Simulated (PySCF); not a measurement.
```
atom    x (Å)    y (Å)    z (Å)
   C   2.7787  -0.0921   0.7288
   N   1.9603   0.1424  -0.1847
  Si   0.4568  -0.5331  -0.6661
   C  -0.9615   0.7744  -0.6577
   C  -1.5415  -0.1871   0.3393
   C  -2.7930  -0.0280   0.9720
   N  -3.8205   0.1552   1.4478
   N  -0.7316  -1.1683   0.5239
   H   3.6746   0.5202   0.7960
   H   2.6704  -0.8751   1.4811
   H   0.6408  -1.3646  -1.8357
   H  -0.7609   1.7548  -0.2316
   H  -1.5769   0.9017  -1.5454
```

Geometry: GFN2-xTB.

Theory: PBE0/def2-SVPD, SCF density, gas phase (PySCF 2.14.0).

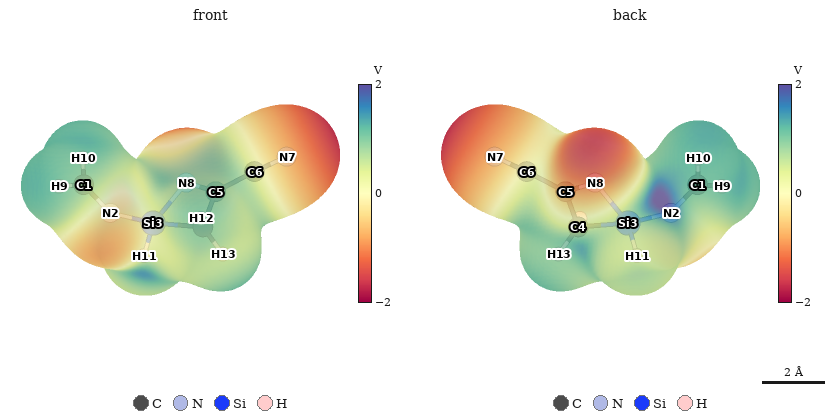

C₄H₅N₃Si. The electrostatic potential painted on the density surface at 0.002 e/bohr³, seen from the front and from behind; the colour scale runs from red (negative) to blue (positive).

**Describe the electrostatic potential map.**

The most negative region (about −1.7 V, or −39 kcal/mol for a unit charge) lies over N7 and N8, the most positive (about +1.9 V, or +44 kcal/mol for a unit charge) over Si3.
